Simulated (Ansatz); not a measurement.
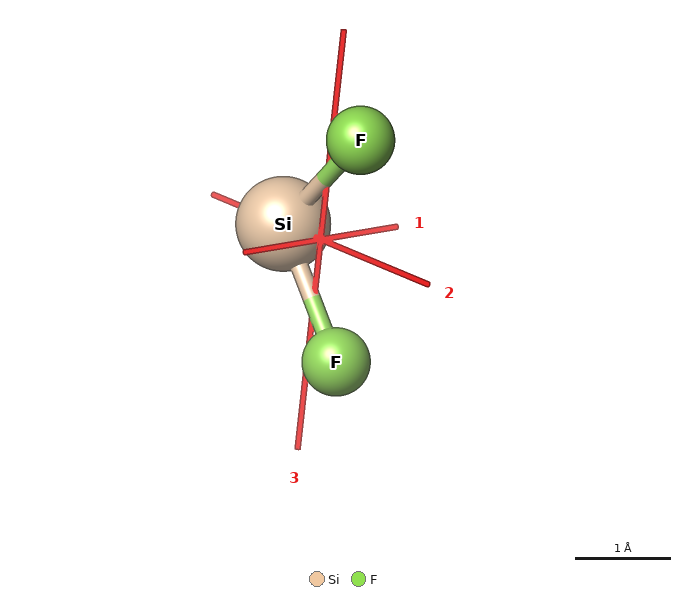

The three principal axes of inertia are drawn and numbered. Distant atoms are faded towards the background colour. The geometry was computed by an optimisation with PBE0-D4/def2-TZVP. Masses are those of the most abundant isotopes; constants are for the rigid equilibrium geometry.

> Which line is the a axis (least moment of inertia), which b and which c?

a is line 3, b is line 2, c is line 1; the moments are 16.9, 57.7, 74.5 u Å².

> Classify the rotor and give the rotational constants (GHz).

An asymmetric top (C2v): A = 30.0, B = 8.76, C = 6.78 GHz. Ray's parameter κ is −0.83, nearer the prolate limit.
